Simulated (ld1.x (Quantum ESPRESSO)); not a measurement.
# Pseudopotential generation for tin: ultrasoft, PBEsol

Do these settings give a usable potential? It is generated, then checked for transferability, scattering, ghosts and hardness.

Method: ld1.x (Quantum ESPRESSO) 7.5, PBEsol, scalar-relativistic.

## Step 1: The atom and the settings

The settings as typed:

```
element                 : tin (Sn, Z = 50)
type                    : ultrasoft
frozen core             : [Kr]
valence charge          : 14
reference configuration : 4d10 5s2 5p2
partial waves           : 5s (bound): rcut 1.65, rcutus 2.10 bohr; 5s channel at 2.1 Ry: rcut 1.65, rcutus 2.10 bohr; 5p (bound): rcut 1.90, rcutus 2.25 bohr; 5p channel at 0.15 Ry: rcut 1.90, rcutus 2.25 bohr; 4d (bound): rcut 1.55, rcutus 1.80 bohr; 4d channel at -1.6 Ry: rcut 1.55, rcutus 1.80 bohr
local potential         : all-electron potential smoothed inside 1.40 bohr (lloc = -1)
core correction         : not asked for
augmentation charge     : built from norm-conserving waves at rcut, not smoothed further
```

An earlier all-electron run gives the scale for the radii.

All-electron outer shells of the reference configuration (PBEsol, scalar-relativistic, ld1.x):

```tsv
shell	level (eV)	outermost node (bohr)	outermost maximum (bohr)
4s	-133.74	0.40	0.74
4p	-89.56	0.41	0.79
4d	-25.79	0.39	0.88
5s	-10.59	0.98	2.01
5p	-3.71	1.09	2.55
```

## Step 2: The generation run

Contents of Sn.in:

```
 &input
   title='Sn', zed=50., rel=1, dft='PBESOL', iswitch=3,
   config='[Kr] 4d10 5s2 5p2',
   nld=3, rlderiv=2.45, eminld=-4.0, emaxld=5.0, deld=0.02
 /
 &inputp
   pseudotype=3, tm=.true., lloc=-1, rcloc=1.40,
   nlcc=.false.,
   file_pseudopw='Sn.UPF', file_wfcaegen='ae.wfc', file_wfcncgen='nc.wfc', file_beta='beta', file_chi='chi', file_wfcusgen='us.wfc'
 /
6
5S  1  0   2.00   0.00  1.65  2.10  0.0
5S  1  0   0.00   2.10  1.65  2.10  0.0
5P  2  1   2.00   0.00  1.90  2.25  0.0
5P  2  1   0.00   0.15  1.90  2.25  0.0
4D  3  2  10.00   0.00  1.55  1.80  0.0
4D  3  2   0.00  -1.60  1.55  1.80  0.0
 &test
   configts(1)='4d10 5s2 5p2'
 /
```

On the command line:

```sh
$ ld1.x < Sn.in > Sn.out
```

The output, Sn.out (without the banner and most projector matrices):

```text
     Program LD1 v.7.5
     --------------------------- All-electron run ----------------------------

     Sn
     scalar relativistic calculation

     atomic number is 50.00
     dft =PBESOL   lsd =0 sic =0 latt =0  beta=0.20 tr2=1.0E-14
     Exchange-correlation= PBESOL
                           (   1   4  10   8   0   0   0)
     mesh =1243 r(mesh) = 100.78374 a.u. xmin = -7.00 dx = 0.01250
     1 Ry =  13.60569312 eV, c = 137.03599908

     n l     nl                  e(Ry)          e(Ha)          e(eV)
     1 0     1S 1( 2.00)     -2131.3869     -1065.6934    -28998.9959
     2 0     2S 1( 2.00)      -321.7812      -160.8906     -4378.0568
     2 1     2P 1( 6.00)      -288.9123      -144.4562     -3930.8524
     3 0     3S 1( 2.00)       -62.0766       -31.0383      -844.5950
     3 1     3P 1( 6.00)       -51.3374       -25.6687      -698.4806
     4 0     4S 1( 2.00)        -9.8300        -4.9150      -133.7441
     4 1     4P 1( 6.00)        -6.5828        -3.2914       -89.5638
     3 2     3D 1(10.00)       -34.7934       -17.3967      -473.3884
     4 2     4D 1(10.00)        -1.8957        -0.9478       -25.7922
     5 0     5S 1( 2.00)        -0.7787        -0.3894       -10.5950
     5 1     5P 1( 2.00)        -0.2726        -0.1363        -3.7085

     final scf error:  4.6E-15 reached in  32 iterations

     Etot =  -12348.908598 Ry,   -6174.454299 Ha, -168015.460795 eV

     Ekin =   12892.427417 Ry,    6446.213708 Ha,  175410.411044 eV
     Encl =  -29868.088921 Ry,  -14934.044460 Ha, -406376.052026 eV
     Eh   =    4950.728466 Ry,    2475.364233 Ha,   67358.092245 eV
     Exc  =    -323.975561 Ry,    -161.987780 Ha,   -4407.912059 eV

     normalization and overlap integrals

     s(1S/1S) =  1.000000  <r> =   0.0291  <r2> =    0.0011  r(max) =   0.0188
     s(2S/2S) =  1.000000  <r> =   0.1256  <r2> =    0.0186  r(max) =   0.1068
     s(2P/2P) =  1.000000  <r> =   0.1096  <r2> =    0.0147  r(max) =   0.0853
     s(3S/3S) =  1.000000  <r> =   0.3396  <r2> =    0.1318  r(max) =   0.3090
     s(3P/3P) =  1.000000  <r> =   0.3379  <r2> =    0.1325  r(max) =   0.3013
     s(4S/4S) =  1.000000  <r> =   0.8185  <r2> =    0.7584  r(max) =   0.7412
     s(4P/4P) =  1.000000  <r> =   0.8860  <r2> =    0.8974  r(max) =   0.7890
     s(3D/3D) =  1.000000  <r> =   0.3147  <r2> =    0.1176  r(max) =   0.2498
     s(4D/4D) =  1.000000  <r> =   1.1000  <r2> =    1.4412  r(max) =   0.8829
     s(5S/5S) =  1.000000  <r> =   2.3928  <r2> =    6.5456  r(max) =   2.0147
     s(5P/5P) =  1.000000  <r> =   3.2290  <r2> =   12.2211  r(max) =   2.5548

     ------------------------ End of All-electron run ------------------------

     --------------------- Generating US pseudopotential ---------------------

      Generating local potential from pseudized AE potential:
      Matching radius rcloc =   1.4000

      Local pseudo, rcloc= 1.402 Estimated cut-off energy=    12.76 Ry

      Wfc   5S  rcut= 1.670  Using Troullier-Martins method
      Wfc-us  5S rcutus= 2.092  Estimated cut-off energy=    10.31 Ry

      Wfc   5S  rcut= 1.670  Using Troullier-Martins method
      Wfc-us  5S rcutus= 2.092  Estimated cut-off energy=    16.17 Ry

      Wfc   5P  rcut= 1.893  Using Troullier-Martins method
      Wfc-us  5P rcutus= 2.255  Estimated cut-off energy=    14.36 Ry

      Wfc   5P  rcut= 1.893  Using Troullier-Martins method
      Wfc-us  5P rcutus= 2.255  Estimated cut-off energy=    14.93 Ry

      Wfc   4D  rcut= 1.550  Using Troullier-Martins method
      Wfc-us  4D rcutus= 1.800  Estimated cut-off energy=    37.12 Ry

      Wfc   4D  rcut= 1.550  Using Troullier-Martins method
      Wfc-us  4D rcutus= 1.800  Estimated cut-off energy=    41.00 Ry

     ------------------- End of pseudopotential generation -------------------

     [... the all-electron block is printed once more ...]


     Computing logarithmic derivative in   2.44549
     Message from routine run_pseudo:
     Warning: convergence not achieved
     Computing logarithmic derivative in   2.44549
     Computing the partial wave expansion
     R is outside the sphere for l=    0 j= 0.00
     R is outside the sphere for l=    0 j= 0.00
     R is outside the sphere for l=    1 j= 0.00
     R is outside the sphere for l=    1 j= 0.00
     R is outside the sphere for l=    2 j= 0.00
     R is outside the sphere for l=    2 j= 0.00

     ---------------------- Testing the pseudopotential ----------------------

     Sn
     scalar relativistic calculation

     atomic number is 50.00   valence charge is 14.00
     dft =PBESOL   lsd =0 sic =0 latt =0  beta=0.20 tr2=1.0E-14
     mesh =1243 r(mesh) = 100.78374 xmin = -7.00 dx = 0.01250

     n l     nl             e AE (Ry)        e PS (Ry)    De AE-PS (Ry)
     3 2     4D   1(10.00)       -1.89569       -1.89569        0.00000
     1 0     5S   1( 2.00)       -0.77871       -0.77872        0.00000
     2 1     5P   1( 2.00)       -0.27257       -0.27257        0.00000

     eps = 1.3E-10  iter =201

     Etot =  -12348.908598 Ry,   -6174.454299 Ha, -168015.460795 eV
     Etotps =  -135.444180 Ry,     -67.722090 Ha,   -1842.811942 eV

     Ekin =      37.562941 Ry,      18.781471 Ha,     511.069849 eV
     Encl =    -323.947646 Ry,    -161.973823 Ha,   -4407.532255 eV
     Ehrt =     119.323865 Ry,      59.661933 Ha,    1623.483891 eV
     Ecxc =     -16.078681 Ry,      -8.039341 Ha,    -218.761603 eV
     Epseu=      47.695341 Ry,      23.847671 Ha,     648.928176 eV

     ---------------------- End of pseudopotential test ----------------------
```

Wall time 4.1 s (1 thread of Neoverse-V1, shared host). (Generation and the later configuration tests together.)

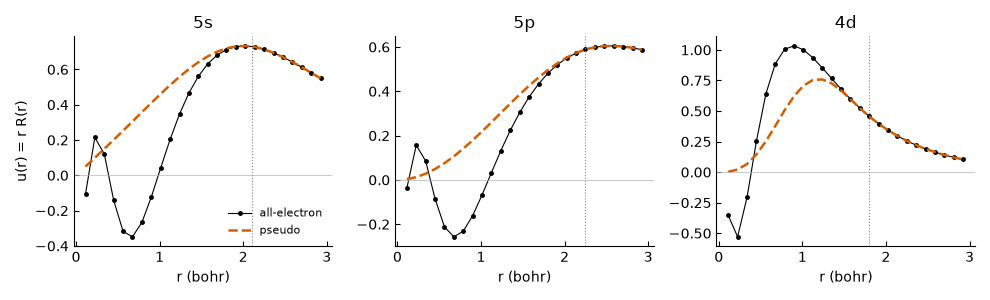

Bound waves of the atom and their pseudo partners (5s, 5p, 4d), with the matching radii dotted. The curves join 26 sampled radii, too few to resolve the innermost nodes.

## Step 3: Transferability test

Contents of Sn.test.in:

```
 &input
   title='Sn', zed=50., rel=1, dft='PBESOL', iswitch=2,
   config='[Kr] 4d10 5s2 5p2'
 /
 &test
   file_pseudo='Sn.UPF', nconf=8,
   configts(1)='4d10 5s2 5p2',
   configts(2)='4d10 5s2 5p1',
   configts(3)='4d10 5s2 5p0',
   configts(4)='4d10 5s1 5p0',
   configts(5)='4d10 5s0 5p4',
   configts(6)='4d10 5s0 5p0',
   configts(7)='4d10 5s1 5p3',
   configts(8)='4d10 5s2 5p1.5'
 /
```

On the command line:

```sh
$ ld1.x < Sn.test.in > Sn.test.out
```

Sn.test.out, the pseudopotential blocks, each with the warnings that came before it:

```text
     Warning: convergence not achieved
     ---------------------- Testing the pseudopotential ----------------------

     Sn
     scalar relativistic calculation

     atomic number is 50.00   valence charge is 14.00
     dft =PBESOL   lsd =0 sic =0 latt =0  beta=0.20 tr2=1.0E-14
     mesh =1243 r(mesh) = 100.78374 xmin = -7.00 dx = 0.01250

     n l     nl             e AE (Ry)        e PS (Ry)    De AE-PS (Ry)
     3 2     4D   1(10.00)       -1.89569       -1.89569        0.00000
     1 0     5S   1( 2.00)       -0.77871       -0.77872        0.00000
     2 1     5P   1( 2.00)       -0.27257       -0.27257        0.00000

     eps = 4.6E-11  iter =201

     Etot =  -12348.908598 Ry,   -6174.454299 Ha, -168015.460794 eV
     Etotps =  -135.444180 Ry,     -67.722090 Ha,   -1842.811942 eV

     Ekin =      37.562941 Ry,      18.781471 Ha,     511.069849 eV
     Encl =    -323.947646 Ry,    -161.973823 Ha,   -4407.532255 eV
     Ehrt =     119.323865 Ry,      59.661933 Ha,    1623.483891 eV
     Ecxc =     -16.078681 Ry,      -8.039341 Ha,    -218.761603 eV
     Epseu=      47.695341 Ry,      23.847671 Ha,     648.928176 eV

     ---------------------- End of pseudopotential test ----------------------

     Warning: convergence not achieved
     ---------------------- Testing the pseudopotential ----------------------

     Sn
     scalar relativistic calculation

     atomic number is 50.00   valence charge is 14.00
     dft =PBESOL   lsd =0 sic =0 latt =0  beta=0.20 tr2=1.0E-14
     mesh =1243 r(mesh) = 100.78374 xmin = -7.00 dx = 0.01250

     n l     nl             e AE (Ry)        e PS (Ry)    De AE-PS (Ry)
     3 2     4D   1(10.00)       -2.48306       -2.48114       -0.00192
     1 0     5S   1( 2.00)       -1.31446       -1.31454        0.00009
     2 1     5P   1( 1.00)       -0.75583       -0.75596        0.00012

     eps = 4.0E-11  iter =201

     Etot =  -12348.401615 Ry,   -6174.200807 Ha, -168008.562931 eV
     Etotps =  -134.937032 Ry,     -67.468516 Ha,   -1835.911842 eV
     dEtot_ae =       0.506984 Ry
     dEtot_ps =       0.507148 Ry,   Delta E=      -0.000164 Ry

     Ekin =      37.273473 Ry,      18.636736 Ha,     507.131435 eV
     Encl =    -315.783479 Ry,    -157.891740 Ha,   -4296.453114 eV
     Ehrt =     111.551070 Ry,      55.775535 Ha,    1517.729623 eV
     Ecxc =     -15.675073 Ry,      -7.837536 Ha,    -213.270232 eV
     Epseu=      47.696978 Ry,      23.848489 Ha,     648.950447 eV

     ---------------------- End of pseudopotential test ----------------------

     Warning: convergence not achieved
     ---------------------- Testing the pseudopotential ----------------------

     Sn
     scalar relativistic calculation

     atomic number is 50.00   valence charge is 14.00
     dft =PBESOL   lsd =0 sic =0 latt =0  beta=0.20 tr2=1.0E-14
     mesh =1243 r(mesh) = 100.78374 xmin = -7.00 dx = 0.01250

     n l     nl             e AE (Ry)        e PS (Ry)    De AE-PS (Ry)
     3 2     4D   1(10.00)       -3.17543       -3.16980       -0.00563  !
     1 0     5S   1( 2.00)       -1.92269       -1.92278        0.00008
     2 1     5P   1( 0.00)       -1.30750       -1.30770        0.00021

     eps = 2.7E-10  iter =201

     Etot =  -12347.374720 Ry,   -6173.687360 Ha, -167994.591314 eV
     Etotps =  -133.909697 Ry,     -66.954848 Ha,   -1821.934239 eV
     dEtot_ae =       1.533878 Ry
     dEtot_ps =       1.534483 Ry,   Delta E=      -0.000604 Ry

     Ekin =      36.796944 Ry,      18.398472 Ha,     500.647931 eV
     Encl =    -306.186142 Ry,    -153.093071 Ha,   -4165.874683 eV
     Ehrt =     103.027633 Ry,      51.513816 Ha,    1401.762355 eV
     Ecxc =     -15.211754 Ry,      -7.605877 Ha,    -206.966455 eV
     Epseu=      47.663622 Ry,      23.831811 Ha,     648.496613 eV

     ---------------------- End of pseudopotential test ----------------------

     Warning: convergence not achieved
     ---------------------- Testing the pseudopotential ----------------------

     Sn
     scalar relativistic calculation

     atomic number is 50.00   valence charge is 14.00
     dft =PBESOL   lsd =0 sic =0 latt =0  beta=0.20 tr2=1.0E-14
     mesh =1243 r(mesh) = 100.78374 xmin = -7.00 dx = 0.01250

     n l     nl             e AE (Ry)        e PS (Ry)    De AE-PS (Ry)
     3 2     4D   1(10.00)       -4.04674       -4.03683       -0.00991  !
     1 0     5S   1( 1.00)       -2.64305       -2.64146       -0.00158
     2 1     5P   1( 0.00)       -1.96311       -1.96191       -0.00120

     eps = 2.1E-10  iter =201

     Etot =  -12345.095215 Ry,   -6172.547608 Ha, -167963.577076 eV
     Etotps =  -131.630281 Ry,     -65.815140 Ha,   -1790.921208 eV
     dEtot_ae =       3.813383 Ry
     dEtot_ps =       3.813899 Ry,   Delta E=      -0.000516 Ry

     Ekin =      36.613267 Ry,      18.306633 Ha,     498.148871 eV
     Encl =    -293.987699 Ry,    -146.993849 Ha,   -3999.906412 eV
     Ehrt =      93.080083 Ry,      46.540041 Ha,    1266.419040 eV
     Ecxc =     -14.591213 Ry,      -7.295607 Ha,    -198.523572 eV
     Epseu=      47.255282 Ry,      23.627641 Ha,     642.940864 eV

     ---------------------- End of pseudopotential test ----------------------

     ---------------------- Testing the pseudopotential ----------------------

     Sn
     scalar relativistic calculation

     atomic number is 50.00   valence charge is 14.00
     dft =PBESOL   lsd =0 sic =0 latt =0  beta=0.20 tr2=1.0E-14
     mesh =1243 r(mesh) = 100.78374 xmin = -7.00 dx = 0.01250

     n l     nl             e AE (Ry)        e PS (Ry)    De AE-PS (Ry)
     3 2     4D   1(10.00)       -2.10601       -2.10830        0.00229
     1 0     5S   1( 0.00)       -0.90030       -0.90005       -0.00025
     2 1     5P   1( 4.00)       -0.36025       -0.36018       -0.00007

     eps = 4.4E-15  iter = 11

     Etot =  -12347.861455 Ry,   -6173.930728 Ha, -168001.213682 eV
     Etotps =  -134.397106 Ry,     -67.198553 Ha,   -1828.565777 eV
     dEtot_ae =       1.047143 Ry
     dEtot_ps =       1.047074 Ry,   Delta E=       0.000070 Ry

     Ekin =      38.360256 Ry,      19.180128 Ha,     521.917865 eV
     Encl =    -320.848400 Ry,    -160.424200 Ha,   -4365.364873 eV
     Ehrt =     116.739692 Ry,      58.369846 Ha,    1588.324429 eV
     Ecxc =     -15.860543 Ry,      -7.930272 Ha,    -215.793681 eV
     Epseu=      47.211890 Ry,      23.605945 Ha,     642.350482 eV

     ---------------------- End of pseudopotential test ----------------------

     ---------------------- Testing the pseudopotential ----------------------

     Sn
     scalar relativistic calculation

     atomic number is 50.00   valence charge is 14.00
     dft =PBESOL   lsd =0 sic =0 latt =0  beta=0.20 tr2=1.0E-14
     mesh =1243 r(mesh) = 100.78374 xmin = -7.00 dx = 0.01250

     n l     nl             e AE (Ry)        e PS (Ry)    De AE-PS (Ry)
     3 2     4D   1(10.00)       -4.97279       -4.95584       -0.01695  !
     1 0     5S   1( 0.00)       -3.39630       -3.38834       -0.00796  !
     2 1     5P   1( 0.00)       -2.65296       -2.64583       -0.00713  !

     eps = 1.5E-16  iter =  7

     Etot =  -12342.078515 Ry,   -6171.039257 Ha, -167922.532771 eV
     Etotps =  -128.617291 Ry,     -64.308646 Ha,   -1749.927396 eV
     dEtot_ae =       6.830084 Ry
     dEtot_ps =       6.826888 Ry,   Delta E=       0.003196 Ry

     Ekin =      36.327734 Ry,      18.163867 Ha,     494.264001 eV
     Encl =    -280.994775 Ry,    -140.497387 Ha,   -3823.128672 eV
     Ehrt =      83.324979 Ry,      41.662489 Ha,    1133.694092 eV
     Ecxc =     -13.986081 Ry,      -6.993041 Ha,    -190.290327 eV
     Epseu=      46.710851 Ry,      23.355426 Ha,     635.533511 eV

     ---------------------- End of pseudopotential test ----------------------

     Warning: convergence not achieved
     ---------------------- Testing the pseudopotential ----------------------

     Sn
     scalar relativistic calculation

     atomic number is 50.00   valence charge is 14.00
     dft =PBESOL   lsd =0 sic =0 latt =0  beta=0.20 tr2=1.0E-14
     mesh =1243 r(mesh) = 100.78374 xmin = -7.00 dx = 0.01250

     n l     nl             e AE (Ry)        e PS (Ry)    De AE-PS (Ry)
     3 2     4D   1(10.00)       -2.00453       -2.00548        0.00096
     1 0     5S   1( 1.00)       -0.84256       -0.84245       -0.00010
     2 1     5P   1( 3.00)       -0.31868       -0.31865       -0.00003

     eps = 1.3E-11  iter =201

     Etot =  -12348.393493 Ry,   -6174.196746 Ha, -168008.452423 eV
     Etotps =  -134.929057 Ry,     -67.464529 Ha,   -1835.803348 eV
     dEtot_ae =       0.515106 Ry
     dEtot_ps =       0.515122 Ry,   Delta E=      -0.000016 Ry

     Ekin =      37.947872 Ry,      18.973936 Ha,     516.307101 eV
     Encl =    -322.354654 Ry,    -161.177327 Ha,   -4385.858497 eV
     Ehrt =     117.976775 Ry,      58.988388 Ha,    1605.155797 eV
     Ecxc =     -15.962468 Ry,      -7.981234 Ha,    -217.180438 eV
     Epseu=      47.463417 Ry,      23.731709 Ha,     645.772689 eV

     ---------------------- End of pseudopotential test ----------------------

     Warning: convergence not achieved
     ---------------------- Testing the pseudopotential ----------------------

     Sn
     scalar relativistic calculation

     atomic number is 50.00   valence charge is 14.00
     dft =PBESOL   lsd =0 sic =0 latt =0  beta=0.20 tr2=1.0E-14
     mesh =1243 r(mesh) = 100.78374 xmin = -7.00 dx = 0.01250

     n l     nl             e AE (Ry)        e PS (Ry)    De AE-PS (Ry)
     3 2     4D   1(10.00)       -2.17383       -2.17307       -0.00076
     1 0     5S   1( 2.00)       -1.03521       -1.03525        0.00003
     2 1     5P   1( 1.50)       -0.50357       -0.50361        0.00004

     eps = 9.8E-12  iter =201

     Etot =  -12348.715617 Ry,   -6174.357808 Ha, -168012.835147 eV
     Etotps =  -135.251144 Ry,     -67.625572 Ha,   -1840.185553 eV
     dEtot_ae =       0.192982 Ry
     dEtot_ps =       0.193036 Ry,   Delta E=      -0.000054 Ry

     Ekin =      37.442342 Ry,      18.721171 Ha,     509.429019 eV
     Encl =    -320.078600 Ry,    -160.039300 Ha,   -4354.891211 eV
     Ehrt =     115.572977 Ry,      57.786489 Ha,    1572.450464 eV
     Ecxc =     -15.887699 Ry,      -7.943849 Ha,    -216.163157 eV
     Epseu=      47.699836 Ry,      23.849918 Ha,     648.989332 eV

     ---------------------- End of pseudopotential test ----------------------
```

The tests as a table, with energies relative to 4d10 5s2 5p2. A star marks tests that logged a warning.

```csv
valence configuration,charge,ΔE all-electron (eV),error AE − PS (meV)
4d10 5s2 5p1 *,+1,6.898,-2.2
4d10 5s2 5p0 *,+2,20.869,-8.2
4d10 5s1 5p0 *,+3,51.884,-7.0
4d10 5s0 5p4,0,14.247,+1.0
4d10 5s0 5p0,+4,92.928,+43
4d10 5s1 5p3 *,0,7.008,-0.2
4d10 5s2 5p1.5 *,+0.5,2.626,-0.7
```

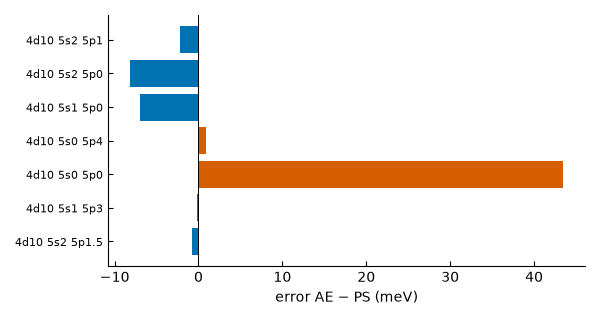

Error of the potential in each test configuration.

## Step 4: Logarithmic derivatives

Taken from the files of the generation run. The phase is arctan(r·u′/u) with u = r·R, unwrapped, with energies in Ry. A pole is an energy at which the radial function vanishes at the test radius. The pseudo phase is shifted by a multiple of π to meet the all-electron one at the reference energy. Levels narrower than the energy grid can be missing from the poles. The last column is the largest difference on the grid between −1 and +1 Ry.

| channel | radius (bohr) | reference (Ry) | poles AE | poles PS | window around the reference with phases within 0.05 rad (Ry) | largest difference near zero (rad) |
| --- | --- | --- | --- | --- | --- | --- |
| s | 2.44 | -0.78 | 1.11 | 1.11 | below 4.9 | 0.000 |
| p | 2.44 | -0.27 | 2.52 | 1.31, 2.55 | below 1.3 | 0.000 |
| d | 2.44 | -1.90 | -1.78 | -1.78 | the whole range | 0.002 |

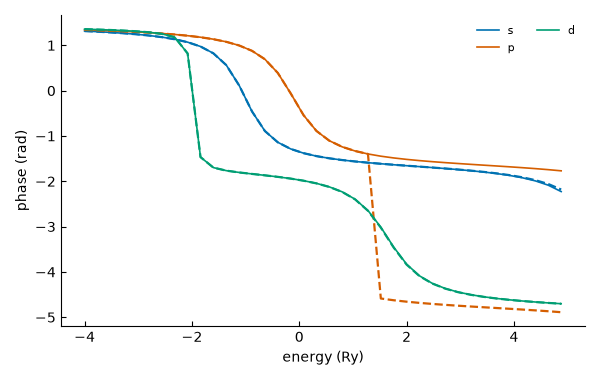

All-electron (solid) and pseudo (dashed) phases against energy.

## Step 5: Cutoff and ghost test in a Bessel basis

This step uses the generator's waves and projectors in a separate script. Basis: spherical Bessel functions vanishing at 20 bohr, q² up to the cutoff; potential fixed at the reference.

All-electron valence levels (Ry): 5s -0.7787, 5p -0.2726, 4d -1.8957. The lowest levels of each channel (Ry) by cutoff; the last column sums, over occupied levels, occupation times the distance from the level at 400 Ry. A positive value at high cutoff is not a bound level.

```tsv
cutoff (Ry)	s #1	s #2	p #1	d #1	f #1	Σ f·Δε (mRy)
8	-0.7777	-0.0277	-0.2723	-0.4240	0.1056	14719.5
15	-1.8422	-0.7774	-0.2725	-1.4426	0.1056	4534.2
25	-6.8142	-0.7787	-0.2726	-1.8665	0.1056	292.3
35	-8.1044	-0.7787	-0.2726	-1.8948	0.1056	8.9
40	-8.3211	-0.7787	-0.2726	-1.8949	0.1056	7.8
55	-8.4805	-0.7787	-0.2726	-1.8956	0.1056	1.2
60	-8.4930	-0.7787	-0.2726	-1.8956	0.1056	0.9
80	-8.5067	-0.7787	-0.2726	-1.8957	0.1056	0.4
400	-8.5078	-0.7787	-0.2726	-1.8957	0.1056	0.0
```

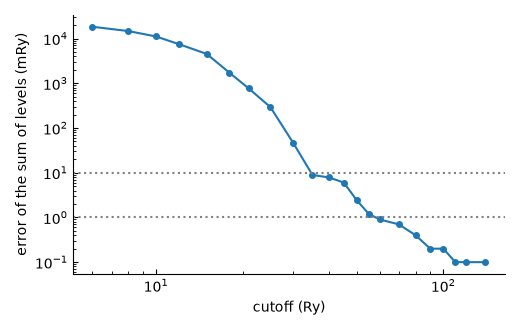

Occupation-weighted error of the valence levels against the cutoff; the dotted lines mark 10 and 1 mRy.

The sum stays within 10 mRy from 35 Ry and within 1 mRy from 60 Ry. The sum leaves out empty levels, which can need more. Ghost test: ghost state, bound below the all-electron valence or empty levels of the same l: s at -115.8 eV.

## Step 6: Outcome

| quantity | value |
| --- | --- |
| cutoffs for 10 and 1 mRy, occupied levels | 35 Ry and 60 Ry |
| bound ghosts | s at -115.75 eV |
| largest test error (AE − PS) | +43 meV, for 4d10 5s0 5p0 |
| largest phase difference near zero energy, channels read | 0.002 rad |
| lowest eigenvalue of the overlap (Bessel basis) | 0.262 (p) |

In words: A bound ghost (s) makes it unfit for use: electrons can fall into a state that the atom doesn't have. The worst unpolarised test, 4d10 5s0 5p0, is off by 43 meV on 92.9 eV; by total energies transferability rates as fair. That test lies far up in energy; among those under 40 eV, nearer to bonding, the largest error is 8.2 meV. It counts as soft on the atom at that tolerance, with 35 Ry needed at the looser tolerance. The slowest occupied level is 4d: taken alone it needs 35 Ry to come within 1 mRy, against 18 Ry for 5s. Near zero energy the phases of the channels with partial waves agree within 0.002 rad. The pseudo curves have a pole with no partner nearby in the atom's: p at 1.31 Ry. At positive energy that is a spurious or a displaced resonance. All of this concerns the isolated atom, not yet a solid.
